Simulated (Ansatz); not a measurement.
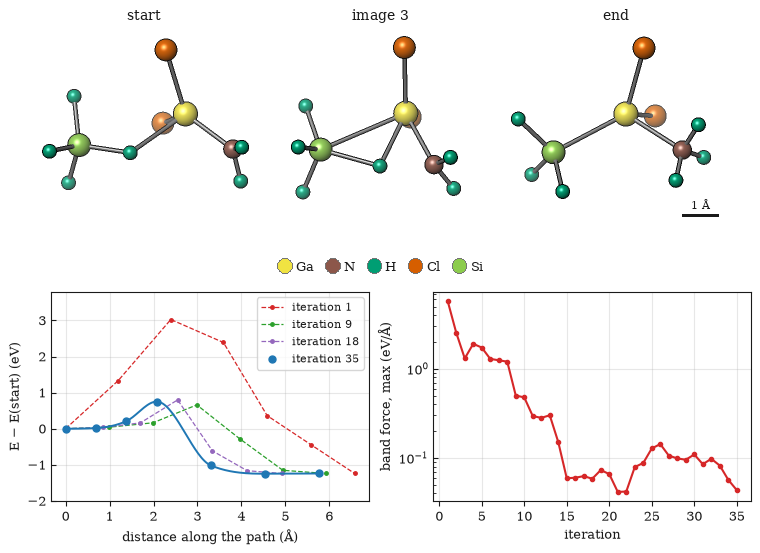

NEB run on GaSiNH6Cl2. Images are numbered from 0 (start) to 6 (end). The plot follows the band through its iterations. The picture is a ball-and-stick view, seen at a tilt.

Theory: RKS LDA/def2-SVP (Ansatz). Set-up: 5 movable images; climbing image; force threshold 0.05 eV/Å; iteration limit 60; starting path through a guess of the saddle point.

> Did the band converge, and can the barrier be trusted?

The result is final at these settings. The band converged in 35 iterations. The largest component of the band force went from 5.7 to 0.043 eV/Å. The climbing image converged on the top of the path. Its vibrational analysis gives one imaginary mode (952i cm⁻¹), as a transition state must have. The first iteration put the highest image at 3.03 eV. The highest point, image 3, lies 0.75 eV above the start and 1.99 eV above the end; the end is at −1.24 eV relative to the start. Image 5 lies below both ends, at −1.25 eV, which points to an intermediate minimum that so few images don't resolve.
